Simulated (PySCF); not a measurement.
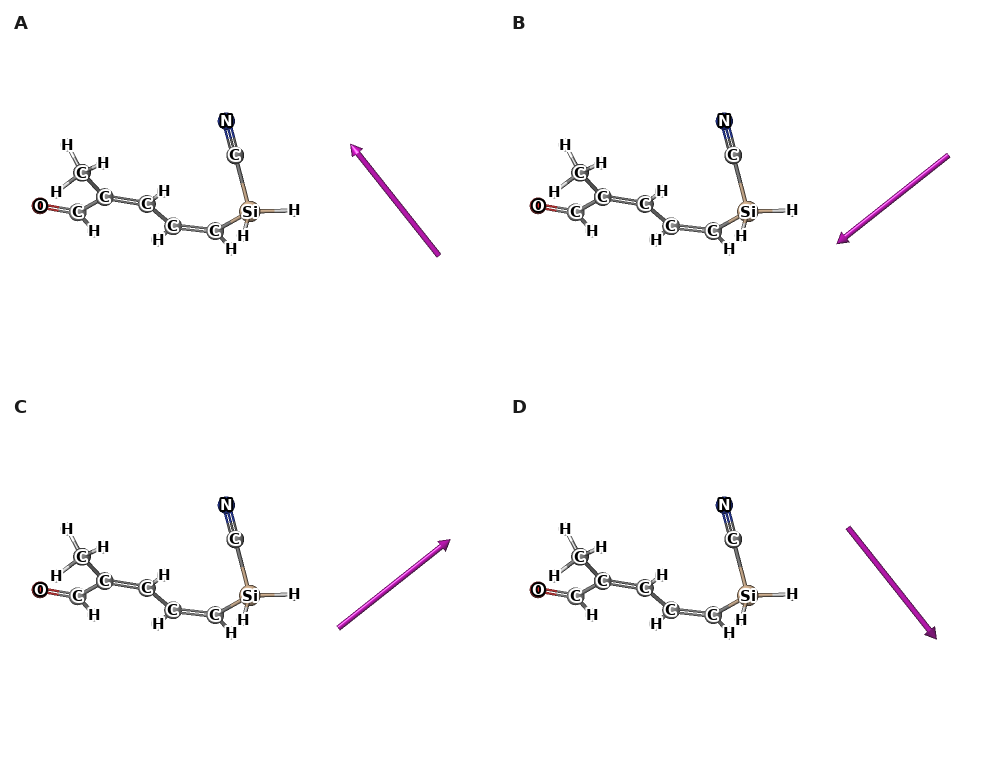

The same molecule four times, each with an arrow. The geometry was computed by an optimisation with GFN2-xTB. No frequency run is at hand to confirm it as a minimum. Level of theory: PBE0/pcSseg-1, gas phase (PySCF 2.14.0).

> Which arrow points along the dipole moment, from the negative to the positive end?

D. The dipole moment is 4.47 D.

The geometry is semi-empirical. Around Si such bond lengths and angles can be off by a tenth of an ångström or more and by several degrees, and values that hang on the shape move with them.
